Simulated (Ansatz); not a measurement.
A series of calculations on CH$_{4}$BFN$_{2}$S

## 1. Relaxation

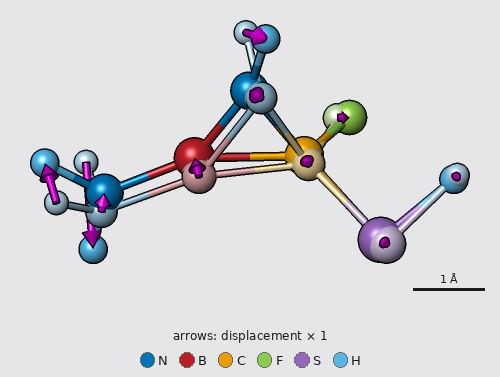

A relaxation of CH₄BFN₂S. The starting structure is drawn faded, the final one solid; purple arrows show the displacements, at their true length. The two geometries are superimposed by the best rigid fit.

The picture is a ball-and-stick view, seen at a tilt.

The run prepares an end point of a later path (torsion) calculation, from a guessed geometry.

Computed with RKS PBE0/def2-SVP (Ansatz 0.2.0). (no spin polarisation; force threshold 0.015 eV/Å; at most 40 steps)

Question: What happened in the run?

Answer: An H atom moves most after the best rigid fit: 1.26 Å. Largest moves by element: H 1.26 Å, B 0.32 Å, N 0.31 Å, C 0.22 Å, F 0.17 Å, S 0.16 Å. Among the contacts that change: B–N 1.576 → 1.380 Å, B–N 1.552 → 1.387 Å, C–F 1.450 → 1.376 Å, H–N 1.058 → 1.010 Å. Among the angles between lasting bonds that change: B–N–H 109.5° → 157.4°, B–N–H 102.1° → 122.2°, B–N–H 105.8° → 123.1°. The energy falls by 2.075 eV in 15 accepted moves (16 points after the start). The largest force component goes from 4 to 0.015 eV/Å. The line search rejected the trial step at point 9 of the run.

## 2. Relaxation

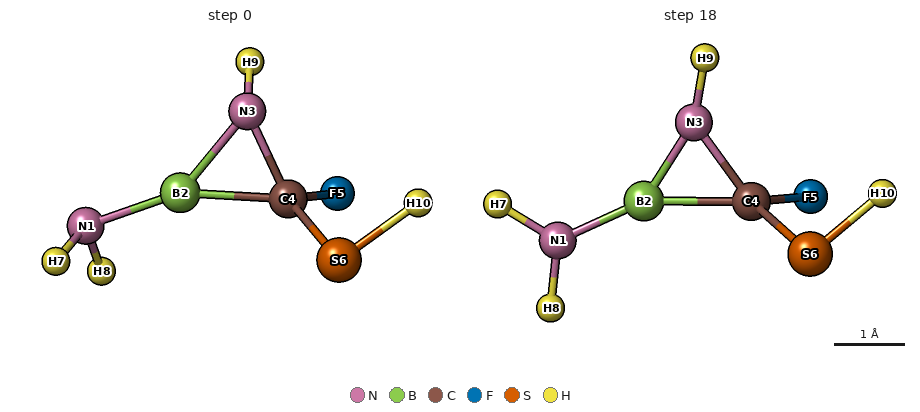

The structure of CH4BFN2S before (left) and after (right) a relaxation, at one scale.

A ball-and-stick model, seen at a tilt.

The run prepares an end point of a later path (torsion) calculation, from a guessed geometry.

These are results of RKS PBE0/def2-SVP (Ansatz 0.2.0), not measurements. (no spin polarisation; force threshold 0.015 eV/Å; at most 40 steps)

Question: What changed between the two?

Answer: Over 16 accepted moves (18 points after the start) the energy falls by 47.6 kcal/mol. The largest force component goes from 4 to 0.0041 eV/Å. The line search rejected the trial steps at points 10, 13 of the run. The atom that moves furthest after the best rigid fit is H7 (1.10 Å). By element the largest moves are H 1.10 Å, N 0.38 Å, B 0.23 Å, S 0.21 Å, F 0.19 Å, C 0.19 Å. Among the contacts that change: B2–N3 1.576 → 1.380 Å, N1–B2 1.552 → 1.387 Å, C4–F5 1.450 → 1.376 Å, N1–H7 1.058 → 1.011 Å. Among the angles between lasting bonds that change: B2–N3–H9 109.5° → 157.2°, B2–N1–H7 102.1° → 123.1°, C4–N3–H9 116.9° → 133.7°. The run took 45 s on 2 threads of Intel(R) Xeon(R) 6975P-C (Granite Rapids), on a shared host, peak memory 0.27 GiB.

## 3. Path

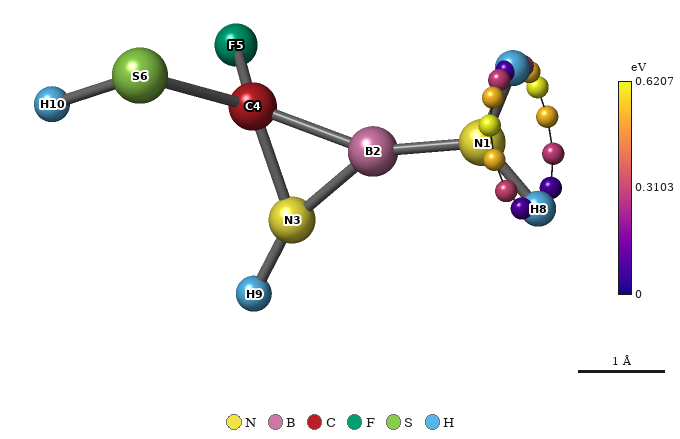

A search for the minimum-energy path of CH$_{4}$BFN$_{2}$S by the nudged elastic band. Images are numbered from 0 (start) to 8 (end). The start is drawn whole; smaller spheres mark the moving atoms (H) in the later images, joined by lines and coloured by the energy of the image relative to the start. A ball-and-stick model, seen from a free direction.

Level of theory: RKS PBE0/def2-SVP in Ansatz. Set-up: 7 movable images; climbing image; force threshold 0.05 eV/Å; iteration limit 60; starting path through a guess of the saddle point.

Describe the path and its energy.

Answer. The motion is a rotation about the B–N bond by about 180°. No bond forms or breaks between the ends. Bond angles that change up to the highest image, for instance: B–N–H 123.1° → 112.2°, B–N–H 122.2° → 112.1°. The barrier is about 0.62 eV in both directions, with image 4 at the top; the ends have the same energy. The band is converged. At the top, the vibrational analysis gives one imaginary mode (414i cm⁻¹), as a transition state must have.

Cost: 3.7 min on 2 threads of Intel(R) Xeon(R) 6975P-C (Granite Rapids), with other jobs on the host, peak memory 0.27 GiB.
